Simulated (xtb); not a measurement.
## Frequency calculation, with input and output: TaN3H6O (part 2 of 2)

The same run, continued: TaN3H6O, SMILES [NH2][Ta]([NH2])([NH2])=[O]; GFN1-xTB (xtb 6.7.1). The geometry was optimised with GFN1-xTB.

Geometry of the input (Å):
```
N  -0.9929  1.4511  0.2791
Ta 0.5085  0.2388  0.2006
N  -0.0147  -1.3219  1.2107
N  0.6331  -0.3351  -1.6392
O  1.9666  0.9470  0.7772
H  -1.0125  2.4061  0.6053
H  -1.9270  1.2066  -0.0177
H  -0.8430  -1.8653  1.0139
H  0.4518  -1.7447  1.9997
H  -0.1257  -0.7717  -2.1429
H  1.4214  -0.2678  -2.2659
```

## Log, continued
```
 ---------------------------------------------------------------------------
     #   Z sym  total        # sym  WBO       # sym  WBO       # sym  WBO
 ---------------------------------------------------------------------------
     1   7 N    3.059 --     2 Ta   1.078     7 H    0.915     6 H    0.913
     2  73 Ta   5.468 --     5 O    2.028     1 N    1.078     4 N    1.078
                             3 N    1.078
     3   7 N    3.059 --     2 Ta   1.078     8 H    0.915     9 H    0.913
     4   7 N    3.059 --     2 Ta   1.078    10 H    0.915    11 H    0.913
     5   8 O    2.189 --     2 Ta   2.028
     6   1 H    0.960 --     1 N    0.913
     7   1 H    0.966 --     1 N    0.915
     8   1 H    0.966 --     3 N    0.915
     9   1 H    0.960 --     3 N    0.913
    10   1 H    0.966 --     4 N    0.915
    11   1 H    0.960 --     4 N    0.913
 ---------------------------------------------------------------------------

Topologies differ in total number of bonds
Writing topology from bond orders to xtbtopo.mol

 dipole moment from electron density (au)
     X       Y       Z
  -2.4775  -1.2037  -0.9798  total (Debye):    7.431

           -------------------------------------------------
          |               Frequency Printout                |
           -------------------------------------------------
 projected vibrational frequencies (cm⁻¹)
eigval :       -0.00    -0.00    -0.00    -0.00     0.00     0.00
eigval :       84.76   132.60   132.62   144.33   149.93   149.98
Molecule has the following symmetry elements: (C3) 3*(sigma)
It seems to be the C3v point group
eigval :      314.66   315.54   394.10   394.58   416.18   508.57
eigval :      525.59   525.86   570.71   580.78   580.84   923.16
eigval :     1495.97  1496.58  1496.68  3445.68  3446.12  3446.78
eigval :     3508.58  3508.87  3509.59
 reduced masses (amu)
   1: 73.62   2: 40.22   3: 17.49   4:109.26   5:133.15   6: 74.76   7:  1.07   8: 29.12
   9: 29.07  10: 30.12  11: 17.91  12: 17.92  13:  2.56  14:  2.54  15:  4.06  16:  4.05
  17:  7.84  18:  3.54  19:  7.43  20:  7.49  21: 16.84  22: 27.86  23: 27.92  24: 30.97
  25:  2.45  26:  2.40  27:  2.40  28:  1.58  29:  1.58  30:  1.58  31:  2.09  32:  2.09
  33:  2.09
 IR intensities (km·mol⁻¹)
   1:  1.09   2: 11.54   3: 12.06   4:  2.54   5:  0.27   6:  1.00   7:  0.00   8: 17.33
   9: 17.09  10: 12.20  11:  0.12  12:  0.12  13:  5.71  14:  5.53  15: 35.92  16: 36.03
  17:303.96  18:  0.15  19:726.11  20:730.69  21: 11.06  22: 33.66  23: 34.62  24: 74.45
  25: 25.15  26: 50.20  27: 51.44  28:  1.36  29:  1.36  30:  0.99  31:  0.50  32:  3.81
  33:  5.29
 Raman intensities (Ä⁴*amu⁻¹)
   1:  0.00   2:  0.00   3:  0.00   4:  0.00   5:  0.00   6:  0.00   7:  0.00   8:  0.00
   9:  0.00  10:  0.00  11:  0.00  12:  0.00  13:  0.00  14:  0.00  15:  0.00  16:  0.00
  17:  0.00  18:  0.00  19:  0.00  20:  0.00  21:  0.00  22:  0.00  23:  0.00  24:  0.00
  25:  0.00  26:  0.00  27:  0.00  28:  0.00  29:  0.00  30:  0.00  31:  0.00  32:  0.00
  33:  0.00
 output can be read by thermo (or use thermo option).
 writing <g98.out> molden fake output.
 recommended (thermochemical) frequency scaling factor: 1.0
           -------------------------------------------------
          |             Thermodynamic Functions             |
           -------------------------------------------------

c3v symmetry found (for desy threshold:  0.10E+00) used in thermo

          ...................................................
          :                      SETUP                      :
          :.................................................:
          :  # frequencies                          27      :
          :  # imaginary freq.                       0      :
          :  linear?                             false      :
          :  only rotor calc.                    false      :
          :  symmetry                              c3v      :
          :  rotational number                       3      :
          :  scaling factor                  1.0000000      :
          :  rotor cutoff                   50.0000000 cm⁻¹ :
          :  imag. cutoff                  -20.0000000 cm⁻¹ :
          :.................................................:

    mode    ω/cm⁻¹     T·S(HO)/kcal·mol⁻¹    T·S(FR)/kcal·mol⁻¹   T·S(vib)
   ------------------------------------------------------------------------
       1     84.76    -1.12627 ( 89.20%)    -0.89984 ( 10.80%)    -1.10181
       2    132.60    -0.86702 ( 98.02%)    -0.76740 (  1.98%)    -0.86505
       3    132.62    -0.86691 ( 98.02%)    -0.76734 (  1.98%)    -0.86494
       4    144.33    -0.81863 ( 98.58%)    -0.74230 (  1.42%)    -0.81754
       5    149.93    -0.79698 ( 98.78%)    -0.73103 (  1.22%)    -0.79617
       6    149.98    -0.79681 ( 98.78%)    -0.73094 (  1.22%)    -0.79601
   ------------------------------------------------------------------------

   temp. (K)  partition function   enthalpy   heat capacity  entropy
                                   cal/mol     cal/K/mol   cal/K/mol   J/K/mol
 298.15  VIB   414.                 4387.468     26.582     26.590
         ROT  0.536E+05              888.752      2.981     24.620
         INT  0.222E+08             5276.220     29.563     51.209
         TR   0.371E+28             1481.254      4.968     42.370
         TOT                        6757.4741    34.5312    93.5795   391.5365

       T/K    H(0)-H(T)+PV         H(T)/Eh          T*S/Eh         G(T)/Eh
   ------------------------------------------------------------------------
    298.15    0.107687E-01    0.841249E-01    0.444626E-01    0.396623E-01
   ------------------------------------------------------------------------

         :::::::::::::::::::::::::::::::::::::::::::::::::::::
         ::                  THERMODYNAMIC                  ::
         :::::::::::::::::::::::::::::::::::::::::::::::::::::
         :: total free energy         -19.531557312792 Eh   ::
         ::.................................................::
         :: total energy              -19.571219585357 Eh   ::
         :: zero point energy           0.073356172984 Eh   ::
         :: G(RRHO) w/o ZPVE           -0.033693900419 Eh   ::
         :: G(RRHO) contrib.            0.039662272565 Eh   ::
         :::::::::::::::::::::::::::::::::::::::::::::::::::::

           -------------------------------------------------
          | TOTAL ENERGY              -19.571219585357 Eh   |
          | TOTAL ENTHALPY            -19.487094691930 Eh   |
          | TOTAL FREE ENERGY         -19.531557312792 Eh   |
          | GRADIENT NORM               0.000094870668 Eh/α |
          | HOMO-LUMO GAP               3.662013027900 eV   |
           -------------------------------------------------

------------------------------------------------------------------------
------------------------------------------------------------------------
 total:
 *  cpu-time:     0 d,  0 h,  0 min,  1.360 sec
 * ratio c/w:     0.997 speedup
 SCF:
 *  cpu-time:     0 d,  0 h,  0 min,  0.024 sec
 * ratio c/w:     0.978 speedup
 analytical hessian:
 *  cpu-time:     0 d,  0 h,  0 min,  1.319 sec
 * ratio c/w:     0.997 speedup
```

## File vibspectrum
```
$vibrational spectrum
#  mode     symmetry     wave number   IR intensity    selection rules
#                         cm**(-1)      (km*mol⁻¹)        IR
     1                      -0.00         0.00000          -
     2                      -0.00         0.00000          -
     3                      -0.00         0.00000          -
     4                      -0.00         0.00000          -
     5                       0.00         0.00000          -
     6                       0.00         0.00000          -
     7        a             84.76         0.00238         NO
     8        a            132.60        17.32619         YES
     9        a            132.62        17.09233         YES
    10        a            144.33        12.19890         YES
    11        a            149.93         0.12052         YES
    12        a            149.98         0.12014         YES
    13        a            314.66         5.70644         YES
    14        a            315.54         5.53344         YES
    15        a            394.10        35.91787         YES
    16        a            394.58        36.02859         YES
    17        a            416.18       303.96095         YES
    18        a            508.57         0.14545         YES
    19        a            525.59       726.11129         YES
    20        a            525.86       730.68723         YES
    21        a            570.71        11.06465         YES
    22        a            580.78        33.65816         YES
    23        a            580.84        34.62496         YES
    24        a            923.16        74.44522         YES
    25        a           1495.97        25.15178         YES
    26        a           1496.58        50.20126         YES
    27        a           1496.68        51.44340         YES
    28        a           3445.68         1.35910         YES
    29        a           3446.12         1.36403         YES
    30        a           3446.78         0.99218         YES
    31        a           3508.58         0.49635         YES
    32        a           3508.87         3.81041         YES
    33        a           3509.59         5.29313         YES
$end
```

## Standard error
```
normal termination of xtb
```

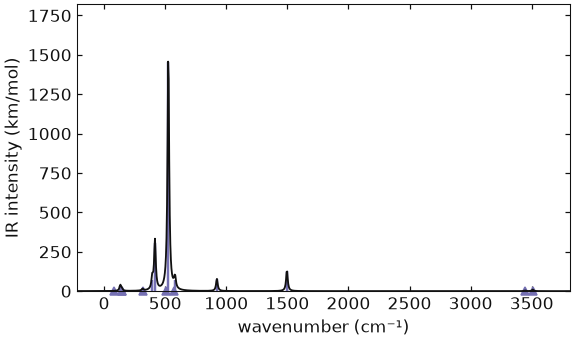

*Harmonic infrared spectrum, unscaled: sticks (degenerate modes added up, dark ones marked on the axis) with a Lorentzian envelope of 16 cm⁻¹ full width, scaled to the tallest stick.*

27 modes from 85 to 3510 cm⁻¹, none imaginary. The strongest line is at 526 cm⁻¹ (1457 km/mol).

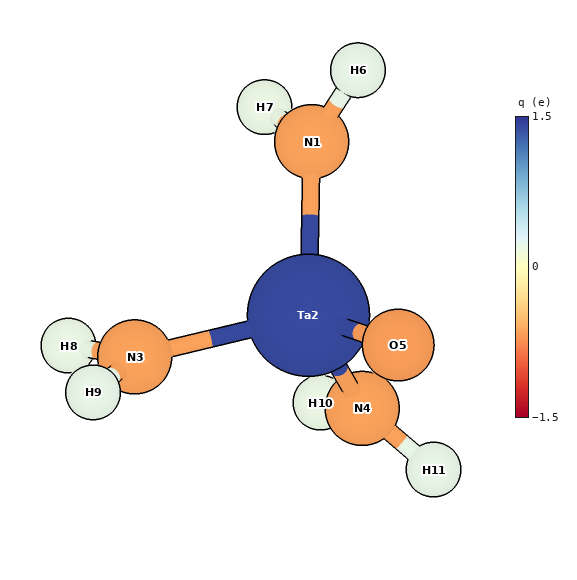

*Mulliken charges, as the colour of each atom (ball-and-stick view, seen at a tilt; atoms are numbered from 1 in the order of the input).*

By element: N −0.65, Ta +1.40, O −0.68 and H +0.20 to +0.21 e.

## Key numbers

- outcome: converged
- electrons treated: 32
- total energy: −19.571220 hartree
- dispersion energy: −0.003501 hartree
- basis functions: 38
- HOMO: −10.13 eV
- LUMO: −6.47 eV
- zero-point energy: 0.073356 hartree
- dipole moment: 7.43 D
- wavenumbers, lowest and highest: 85 and 3510 cm⁻¹
- wall time: 1.4 s
- peak memory: 0.072 GiB

Settings chosen away from the usual ones: method = gfn1-xtb; task = frequencies; x = {"hess_scc_accuracy": 1}; geo = {"prev": "A"}.
